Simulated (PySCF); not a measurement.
# TiH₂: relaxation and vibrations of the triplet

Where does triplet TiH₂ go from a bent start, is the end point a minimum, and what are its modes, charges and moments?

Method: PBE0, basis Ti def2-TZVP, H def2-TZVP, no relativity, density fitting; program: PySCF 2.14.0.

### Step 1. Starting geometry

3 atoms, charge 0, spin multiplicity 3.

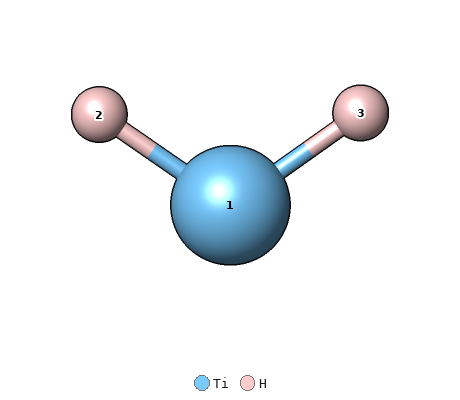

The starting geometry (titanium blue, hydrogen pink); atoms are numbered from 1 in the order of the file.

Z-matrix (Å, degrees; charge 0 multiplicity 3):
```
Ti
H  1 1.6800
H  1 1.6800 2 110.00
```

### Step 2. First SCF at the start

One driver script runs all steps and calls PySCF; scf.py shows how it sets up the SCF of each step. The optimiser is the driver's own. After this first run the driver tries any further starts and a stability analysis.

scf.py reads:

```python
from pyscf import gto, scf, dft
mol = gto.M(atom='''
Ti     0.000000     0.000000     0.000000
H      1.376200     0.000000     0.963600
H     -1.376200     0.000000     0.963600''',
    basis={'Ti': 'def2-TZVP', 'H': 'def2-TZVP'},
    charge=0, spin=2)
mf = dft.UKS(mol, xc='PBE0')
mf.grids.atom_grid = (50, 194)
aux = {'Ti': 'def2-universal-JKFIT', 'H': 'def2-universal-JKFIT'}
mf = mf.density_fit(auxbasis=aux)
mf.conv_tol = 1e-08
mf.diis_space = 10
mf.max_cycle = 60
mf.init_guess = 'minao'
mf.verbose = 4
mf.kernel()
```

On the command line:

```console
$ OMP_NUM_THREADS=2 python axn.py task.json out
```

Standard output:

```text
init E= -849.987181074581
[... the frontier-level lines of each cycle are left out ...]
cycle= 1 E= -850.285774857439  delta_E= -0.299  |g|= 0.194  |ddm|= 1.25
cycle= 2 E= -850.294099014962  delta_E= -0.00832  |g|= 0.187  |ddm|= 0.384
cycle= 3 E= -850.309863840369  delta_E= -0.0158  |g|= 0.0846  |ddm|= 0.192
cycle= 4 E= -850.312810295444  delta_E= -0.00295  |g|= 0.0263  |ddm|= 0.0903
cycle= 5 E= -850.313353307139  delta_E= -0.000543  |g|= 0.00731  |ddm|= 0.0427
cycle= 6 E= -850.313637379079  delta_E= -0.000284  |g|= 0.00499  |ddm|= 0.0364
cycle= 7 E= -850.313925623293  delta_E= -0.000288  |g|= 0.00523  |ddm|= 0.0346
cycle= 8 E= -850.313535646918  delta_E= 0.00039  |g|= 0.00393  |ddm|= 0.0517
cycle= 9 E= -850.313160940001  delta_E= 0.000375  |g|= 0.00482  |ddm|= 0.106
cycle= 10 E= -850.31316233787  delta_E= -1.4e-06  |g|= 0.00405  |ddm|= 0.00314
cycle= 11 E= -850.313167059717  delta_E= -4.72e-06  |g|= 0.00073  |ddm|= 0.0234
cycle= 12 E= -850.3131671058  delta_E= -4.61e-08  |g|= 0.000128  |ddm|= 0.00392
cycle= 13 E= -850.313167112084  delta_E= -6.28e-09  |g|= 6.65e-05  |ddm|= 0.000585
Extra cycle  E= -850.313167107999  delta_E= 4.08e-09  |g|= 0.000128  |ddm|= 0.000186
converged SCF energy = -850.313167107999  <S^2> = 2.0172968  2S+1 = 3.0115091
```

This step, with its further starts and checks, took 8.3 s on 2 threads of Arm Neoverse N1, shared host.

Energies from each starting density:

```tsv
start	energy (Eh)
the minimal-basis guess	-850.313167
a thermally smeared density	-850.337489
a smeared PBE density	-850.335434
```

The first run landed in a state that is too high. Following the other starts and the instabilities gains 63.9 kJ/mol (-850.33749 Eh), and the work goes on from there.

### Step 3. Relaxation: bent start, triplet

The program finds C2v symmetry in the start, which this walk keeps. Threshold on the gradient: 0.0003 Eh/bohr, with a further test on the energy change.

scf.py: that of step 2 with these lines changed.

```diff
@@ -3,3 +3,3 @@
-Ti     0.000000     0.000000     0.000000
-H      1.376200     0.000000     0.963600
-H     -1.376200     0.000000     0.963600''',
+Ti     0.000000     0.000000    -0.038874
+H      1.376200     0.000000     0.924726
+H     -1.376200     0.000000     0.924726''',
@@ -15 +14,0 @@
-mf.init_guess = 'minao'
```

The optimiser's trace:

```tsv
step	energy (Eh)	change (kJ/mol)	largest symmetric gradient (Eh/bohr)
0	-850.337489	0.00	0.01417
1	-850.339200	-4.49	0.00928
2	-850.340783	-8.65	0.00192
3	-850.340812	-8.72	0.00175
4	-850.340830	-8.77	0.00094
5	-850.340836	-8.79	0.00018
6	-850.340836	-8.79	0.00002
```

The walk took 7.5 s.

Positions (Å) and forces (eV/Å) along the way:

```
step 0
Ti   0.000   0.000  -0.039   0.000   0.000  -0.509
H    1.376   0.000   0.925   0.729   0.000   0.255
H   -1.376   0.000   0.925  -0.729   0.000   0.255
step 1
Ti   0.000   0.000  -0.024   0.000   0.000  -0.258
H    1.422   0.000   0.917   0.477   0.000   0.129
H   -1.422   0.000   0.917  -0.477   0.000   0.129
step 3
Ti   0.000   0.000   0.025   0.000   0.000   0.090
H    1.533   0.000   0.893  -0.030   0.000  -0.045
H   -1.533   0.000   0.893   0.030   0.000  -0.045
step 6
Ti   0.000   0.000   0.038   0.000   0.000   0.000
H    1.539   0.000   0.886  -0.001   0.000   0.000
H   -1.539   0.000   0.886   0.001   0.000   0.000
```

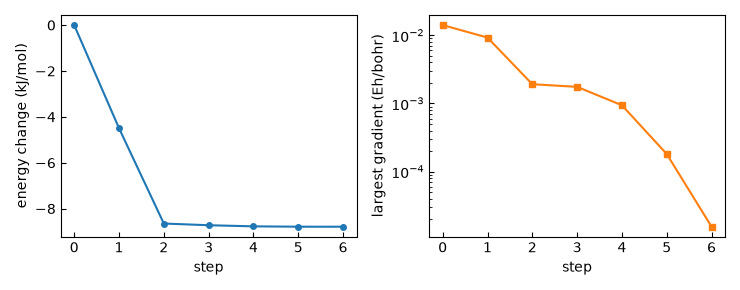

Energy and largest gradient along the walk.

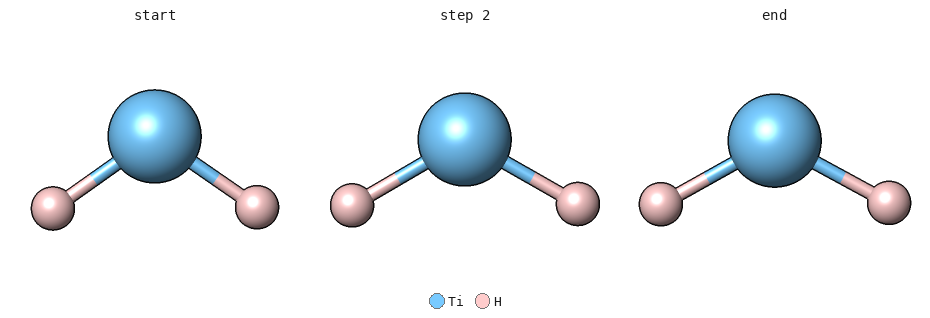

The geometry along the walk, at one scale.

After 6 steps and 8.8 kJ/mol it ends at C2v: Ti–H 1.757 Å (×2); H–Ti–H 122.2°.

### Step 4. Frequencies

The point is checked on the finer grid, and tightened if its gradient asks for it. The Hessian and the dipole derivatives come from central differences of analytic gradients, with steps of 0.02 bohr.

scf.py: that of step 3 with these lines changed.

```diff
@@ -3,3 +3,3 @@
-Ti     0.000000     0.000000    -0.038874
-H      1.376200     0.000000     0.924726
-H     -1.376200     0.000000     0.924726''',
+Ti     0.000000     0.000000    -0.034233
+H      1.538631     0.000000     0.814338
+H     -1.538631     0.000000     0.814338''',
@@ -9 +9 @@
-mf.grids.atom_grid = (50, 194)
+mf.grids.atom_grid = (75, 302)
@@ -12 +12 @@
-mf.conv_tol = 1e-08
+mf.conv_tol = 1e-10
```

This SCF starts from the last density.

SCF at the final geometry:

```text
init E= -850.340857248726
[... the frontier-level lines of each cycle are left out ...]
cycle= 1 E= -850.340857248724  delta_E= 1.59e-12  |g|= 1.38e-07  |ddm|= 5.73e-07
Extra cycle  E= -850.340857248724  delta_E= 2.27e-13  |g|= 1.92e-07  |ddm|= 4.13e-07
converged SCF energy = -850.340857248724  <S^2> = 2.0194903  2S+1 = 3.0129655
```

The whole step took 19 s.

Geometry: C2v; Ti–H 1.757 Å (×2); H–Ti–H 122.2°.

Harmonic modes (main isotopes):

```json
{"symmetry": "a1", "ω (cm⁻¹)": "570", "IR (km/mol)": "149"}
{"symmetry": "b2", "ω (cm⁻¹)": "1588", "IR (km/mol)": "639"}
{"symmetry": "a1", "ω (cm⁻¹)": "1598", "IR (km/mol)": "202"}
```

No imaginary mode, so this is a minimum.

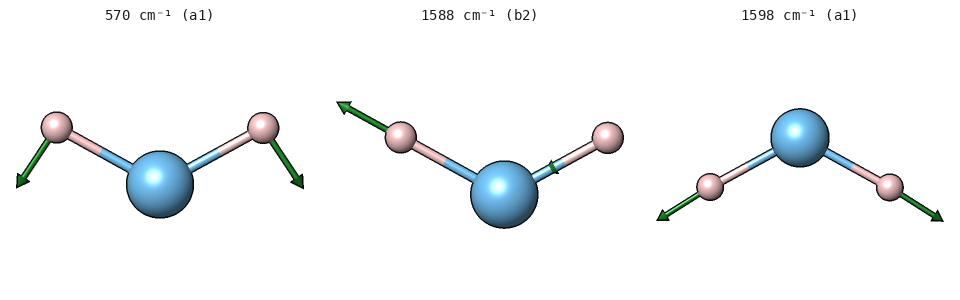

How the atoms move in 3 of the modes.

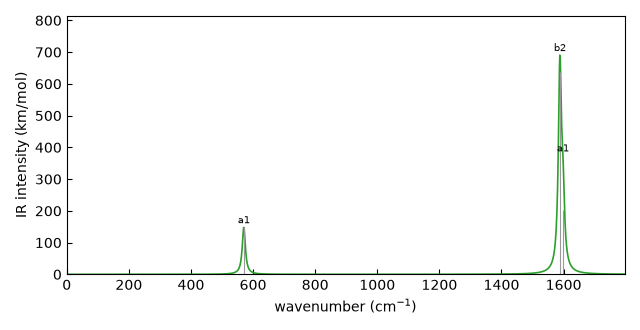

The harmonic infrared spectrum (widths in cm⁻¹). Lines are broadened to a width of 12 cm⁻¹ (Lorentzian).

Properties at this point:

```yaml
Dipole_moment: 3.32 D
Highest_occupied_level: -5.57 eV
Lowest_empty_level: -1.81 eV
Rotational_constants: 12.1, 3.533, 2.735 cm⁻¹
Zero-point_energy: 22.5 kJ/mol
Principal_polarisabilities: 46.7, 49.3, 54.3 bohr³
Atomisation_energy_without_zero-point_energy: 513 kJ/mol
Principal_traceless_quadrupole_moments_about_the_centre_of_mass: -6.58, 1.92, 4.66 D Å
Entropy_at_298.15_K_and_1_bar_electronic_part_spin_only: 227.1 J/(mol K)
Heat_capacity_Cp_at_298.15_K: 38.3 J/(mol K)
Enthalpy_at_298.15_K_above_0_K: 10.40 kJ/mol
Rotational_symmetry_number: 2
Spin_squared_⟨S²⟩: 2.019
```

Charges (e) and bond orders:

```csv
atom,Mulliken,Löwdin,polar tensor,spin (Mulliken),Mayer order to Ti1
Ti1,0.45,0.38,0.93,2.19,–
"H2,3",-0.23,-0.19,-0.47,-0.09,0.93
```

Mulliken populations on Ti1: s 6.87, p 12.28, d 2.40, f 0.00.

### Step 5. Outcome

| quantity | value |
| --- | --- |
| minimum | triplet, C2v |
| geometry | Ti–H 1.757 Å (×2); H–Ti–H 122.2° |
| wavenumbers (cm⁻¹) | 570 (a1), 1588 (b2), 1598 (a1) |
| dipole moment | 3.32 D |
| highest occupied, lowest empty level (either spin) | -5.57, -1.81 eV |
| polar-tensor charge of Ti1 | +0.93 e |
| zero-point energy | 22.5 kJ/mol |
| entropy at 298.15 K | 227.1 J/(mol K) |
| atomisation energy (no zero-point energy) | 513 kJ/mol |
| ⟨S²⟩ | 2.019 |

In words: The molecule stays C2v, as typed, and the end point is a minimum. In the infrared the band at 1588 cm⁻¹ (b2, stretch) leads. Most of the spin sits on Ti1 (Mulliken spin 2.19, against 2 for the whole molecule). The first SCF alone would have been 64 kJ/mol too high. Only this shape and spin were tried, so other structures or states may lie lower. Open d and f shells are described by one determinant, and the ground state may have another occupation or spin.

The search up to here took 35 s.
